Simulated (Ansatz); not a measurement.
Electronic density of states of amorphous Si$_{24}$O$_{47}$Cl$_{2}$, density 2.21 g/cm³, on a 2×2×2 Γ-centred mesh with a Gaussian width of 0.1 eV; energies count from the Fermi level, whose place inside the gap is arbitrary. Cell and mesh are small, so fine structure isn't converged. All values below come from PBE, scalar-relativistic without spin-orbit coupling (plane waves to 420 eV, PAW; Ansatz, a program for electronic structure). Sampling: a 2×2×2 Γ-centred mesh; Fermi-Dirac width 0.02 eV; no spin polarisation. At PBE the levels at the filled edge of the gap are localised (band-tail or defect states).

It comes from a melt-quench run on a machine-learned potential (CHGNet), relaxed afterwards by DFT. Anions were pushed apart under 1.9 Å during the dynamics, to hinder bonds among them. The hot cell started wider than the set density and was brought back towards it in steps. It is the lowest in DFT energy of 2 quenches. It is a model cell: composition and starting density were chosen by hand, and all elements were melted together. No dispersion term was used. Its density started from a set value of 2.21 and ended at 2.21 g/cm³. The quench (nominally 320 K/ps over its main leg) was far faster than any real one, so the model tends to hold more defects than a real film. A cell of this size samples the disorder only roughly. The volume was held where the preparation left it and the shape relaxed, at a PBE pressure of 0.5 GPa.

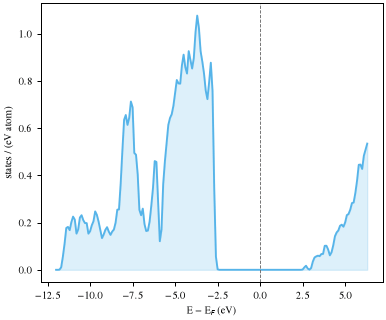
*Density of states per atom*

The level gap on this mesh is 5.39 eV; the broadening fills part of it in the curve.
